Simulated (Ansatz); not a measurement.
# TiOs: response to strain

The parent structure is TiOs in the CsCl type structure (space group Pm-3m, No. 221; relaxed with 0.1 eV smearing).

```yaml
crystal:
  lattice:
    - [3.06166, 0.00000, 0.00000]
    - [0.00000, 3.06166, 0.00000]
    - [0.00000, 0.00000, 3.06166]
  atoms:
    - { symbol: Ti, position: [0.50000, 0.50000, 0.50000] }
    - { symbol: Os, position: [0.00000, 0.00000, 0.00000] }
```

Strains are applied to the cell and any free atomic positions relax.

All numbers come from Ansatz (an electronic-structure program) PBEsol, no spin-orbit coupling.

Notes on the quantities. energy relative to the base: free energy F.

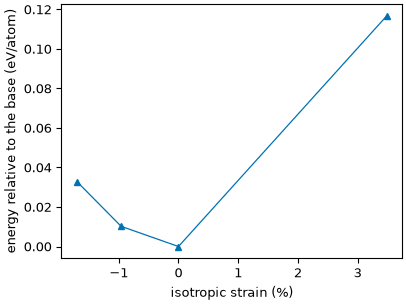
Fig. 1. Energy relative to the base against isotropic strain

Question: From the plot, what is the energy relative to the base for isotropic strain −1.70 %?

Answer: About 0.033 eV/atom.

Question: Is the trend monotonic over the range shown?

Answer: No, it turns within the range, spanning 0 meV/atom to +117 meV/atom.

No phonon test of stability was made. All final runs are without spin polarisation.
